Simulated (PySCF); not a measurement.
**The bond of KAs+, level by level**

One job finds the state of KAs+, follows it along the bond with each method and fits the curves.

Method: K pcseg-1, As pcseg-1, no relativity; program: PySCF 2.14.0.

### 1 Set-up

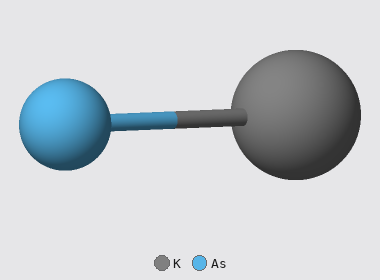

The two atoms at the starting distance (potassium grey, arsenic blue).

Settings of the job:

```yaml
atoms: K, As
charge: 1
basis: K pcseg-1, As pcseg-1
Hamiltonian: no relativity
basis_functions: 51
electrons_treated: 51
masses_in_u: 38.9637, 74.9216
levels: PBE0, PBE, r²SCAN, MN15, BLYP, r²SCANh, CAM-B3LYP, HF, MP2, SCS-MP2, CCSD, CCSD(T)
grid: 80 radial by 434 angular points
occupations: held fixed by the projection of orbital angular momentum
dissociation_limit: K+ + As, each in its ground configuration
starting_distance_in_angstrom: 3.220
values_of_2S_to_try: 1, 3
```

Command:

```bash
$ OMP_NUM_THREADS=1 python dia.py task.json out
```

After this run come: PBE0 along the bond; Other states along the same grid; PBE (GGA); r²SCAN (meta-GGA); MN15; BLYP (GGA); r²SCANh (hybrid meta-GGA); CAM-B3LYP; UHF; Correlated methods on the Hartree–Fock reference.

What does the calculation give? Wanted: for each run, Re; ωe; De; μ.

**Answer**, as computed:

Lowest PBE0 solution found, without spin–orbit coupling: ⁴Σ⁻ (quartet), unpaired electrons σ ↑, π ↑↑. State 2 has its PBE0 minimum 0.71 eV higher, as a spin-mixed determinant (⟨S²⟩ = 1.76), so this is no gap between pure states. State 3 has its PBE0 minimum 0.72 eV higher, as a spin-mixed determinant (⟨S²⟩ = 1.76), so this is no gap between pure states. State 4 has its PBE0 minimum 1.41 eV higher. The other levels ran on the lowest alone.

```csv
level,Re (Å),ωe (cm⁻¹),De (eV),μ (D)
UHF,3.840,54.8,0.113,-10.86
UHF-MP2,3.723,65.3,0.155,n/a
UHF-SCS-MP2,3.743,63.8,0.147,n/a
UHF-CCSD,3.741,64.5,0.151,n/a
UHF-CCSD(T),3.732,65.3,0.155,n/a
PBE,3.638,66.0,0.186,-9.80
BLYP,3.695,62.5,0.176,-9.95
r²SCAN,3.674,62.9,0.150,-10.13
r²SCANh,3.670,63.0,0.148,-10.13
PBE0,3.650,64.3,0.161,-9.99
MN15,3.620,66.9,0.165,-9.94
CAM-B3LYP,3.632,66.1,0.166,-9.93
```

De is counted to K+ + As in their ground configurations. A positive dipole points from K to As; in an ion it is taken about the centre of mass and does not tell which atom is negative.

In words: The methods spread over 0.220 Å in bond length, from MN15 to UHF. CCSD(T) can't serve as the judge here: for a weak bond in this basis it is far from its limit. Of the levels with a De here, UHF gives the least (0.113 eV) and PBE the most (0.186 eV).

Correlated steps freeze 14 core orbitals. The bond is weak, and basis-set superposition, which was not computed, may be a sizeable part of it.
